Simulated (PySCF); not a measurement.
**C3H11ClSi3 (SMILES [SiH3]/C=C(\Cl)[SiH2]C[SiH3]): density, localisation and related maps**

```json
{"atom": "Si", "x (Å)": "-3.1972", "y (Å)": "0.2207", "z (Å)": "1.0243"}
{"atom": "C", "x (Å)": "-1.4074", "y (Å)": "-0.3469", "z (Å)": "1.1813"}
{"atom": "C", "x (Å)": "-0.6914", "y (Å)": "-0.8381", "z (Å)": "0.1781"}
{"atom": "Cl", "x (Å)": "-1.4590", "y (Å)": "-0.9836", "z (Å)": "-1.3756"}
{"atom": "Si", "x (Å)": "1.1213", "y (Å)": "-1.3842", "z (Å)": "0.1646"}
{"atom": "C", "x (Å)": "2.0432", "y (Å)": "-0.2662", "z (Å)": "-1.0600"}
{"atom": "Si", "x (Å)": "1.9831", "y (Å)": "1.5943", "z (Å)": "-0.6689"}
{"atom": "H", "x (Å)": "-4.0386", "y (Å)": "-0.9065", "z (Å)": "0.6180"}
{"atom": "H", "x (Å)": "-3.2857", "y (Å)": "1.2962", "z (Å)": "0.0343"}
{"atom": "H", "x (Å)": "-3.6186", "y (Å)": "0.7157", "z (Å)": "2.3369"}
{"atom": "H", "x (Å)": "-0.9026", "y (Å)": "-0.2735", "z (Å)": "2.1347"}
{"atom": "H", "x (Å)": "1.1670", "y (Å)": "-2.7870", "z (Å)": "-0.2643"}
{"atom": "H", "x (Å)": "1.6400", "y (Å)": "-1.2482", "z (Å)": "1.5301"}
{"atom": "H", "x (Å)": "3.0827", "y (Å)": "-0.5887", "z (Å)": "-1.1137"}
{"atom": "H", "x (Å)": "1.6253", "y (Å)": "-0.4252", "z (Å)": "-2.0546"}
{"atom": "H", "x (Å)": "2.7258", "y (Å)": "2.3270", "z (Å)": "-1.7001"}
{"atom": "H", "x (Å)": "0.5957", "y (Å)": "2.0604", "z (Å)": "-0.6436"}
{"atom": "H", "x (Å)": "2.6075", "y (Å)": "1.8403", "z (Å)": "0.6335"}
```

Geometry: GFN2-xTB.

Computed with PBE0/pcSseg-1, SCF density, gas phase, non-relativistic in PySCF 2.14.0.

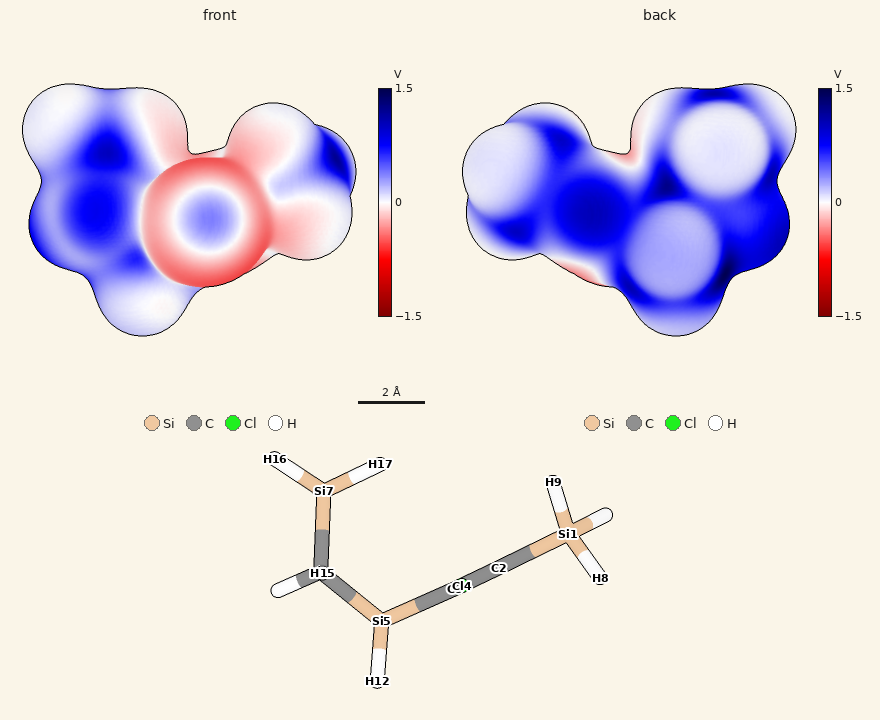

Figure 1. The molecular electrostatic potential painted on the density surface at 0.002 e/bohr³, seen from the front and from behind; the colour scale runs from red (negative) to blue (positive). The bare structure is drawn below in the same view.

Q: Which sites attract a positive test charge, and which a negative one?

A: A positive charge is drawn to the negative regions and a negative charge to the positive ones. The most negative region (about −0.5 V) lies over Cl4, the most positive (about +1.2 V) over Si5 and Si7. Cl4 shows a σ-hole: about +0.4 V at the tip opposite its bond, against about −0.2 V on its flanks.

Q: How polar is the molecule by this calculation?

A: Its dipole moment is 1.30 D.

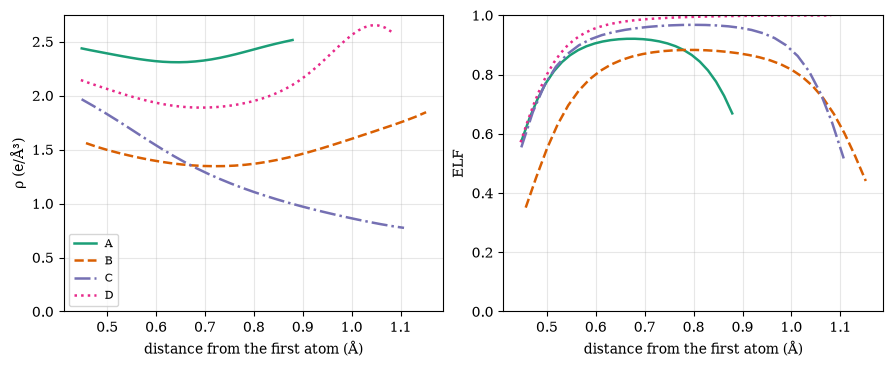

Figure 2. Electron density and ELF along straight lines between neighbouring atoms. The curves leave out the atomic cores.

Q: Which curve belongs to which contact (C–C, C–Cl, C–H and C–Si)? The first atom named is at distance zero.

A: Curve A: C–C (1.33 Å): ρ at the midpoint is about 2.3 e/Å³; the ELF peaks at about 0.90 between the atoms: a short, multiple covalent bond. Curve B: C–Cl (1.74 Å): ρ at the midpoint is about 1.4 e/Å³; the ELF peaks at about 0.90 between the atoms, as expected for a shared electron pair. Curve C: C–Si (1.88 Å): the density is about 0.92 e/Å³ at the midpoint; the ELF peaks at about 0.95 between the atoms; a covalent bond. Curve D: C–H (1.08 Å): the density is about 2 e/Å³ at the midpoint; the ELF climbs to about 1 towards the hydrogen, as it does in any bond to H (a covalent bond by its length).
